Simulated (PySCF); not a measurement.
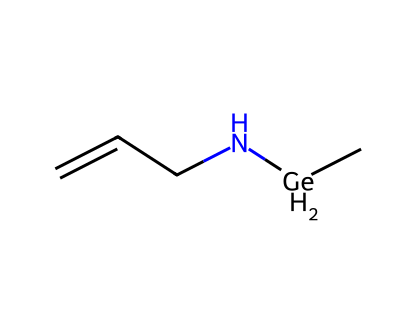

(Drawn from a calculation with PySCF.)

2D structure.

**Give its SMILES.**

C=CC[NH][GeH2][CH3]

**Give the formula, hydrogens included.**

C4H11GeN.

**An optimisation with PBE0-D3(BJ)/def2-SVP gave a structure of which point group?**

C1. Other conformers may differ.
